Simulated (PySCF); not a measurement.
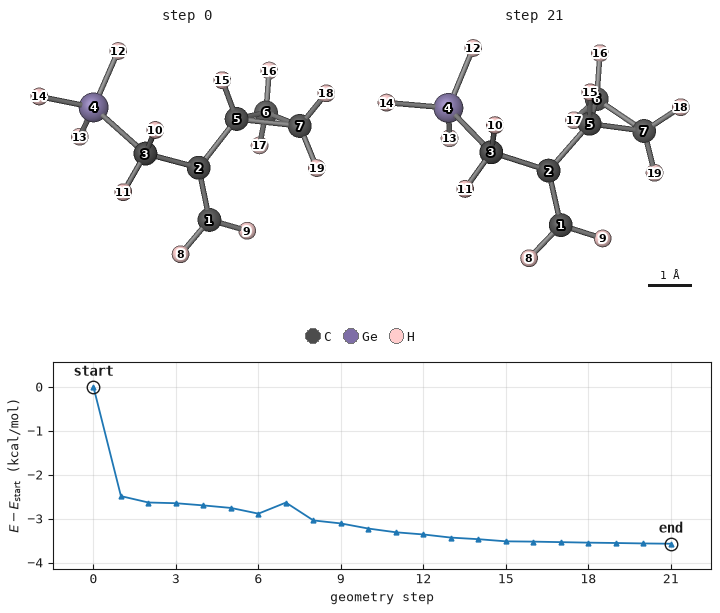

First and last geometry of a relaxation of C$_{6}$H$_{12}$Ge, with the history of the run. The picture is a ball-and-stick view, seen at a tilt.

The start comes from GFN2-xTB.

The calculation used PBE0-D3(BJ)/def2-SVP geometry optimisation, gas phase (PySCF). 

What do the curves and the structures tell?

It converged. After 21 geometry steps the energy has fallen by 3.57 kcal/mol. H17 moves most after the best rigid fit: 0.98 Å. By element the largest moves are H 0.98 Å, C 0.53 Å, Ge 0.33 Å. Near-neighbour distances that change, for instance: Ge4–H13 1.493 → 1.540 Å, Ge4–H12 1.496 → 1.540 Å, C1–H8 1.077 → 1.093 Å, C1–C2 1.327 → 1.340 Å. Bond angles that change, for instance: Ge4–C3–H10 108.5° → 106.2°, C2–C3–Ge4 111.6° → 113.8°. Groups turn about C2–C5 by about 40°. The run took of the order of 14 core-minutes on a shared host.
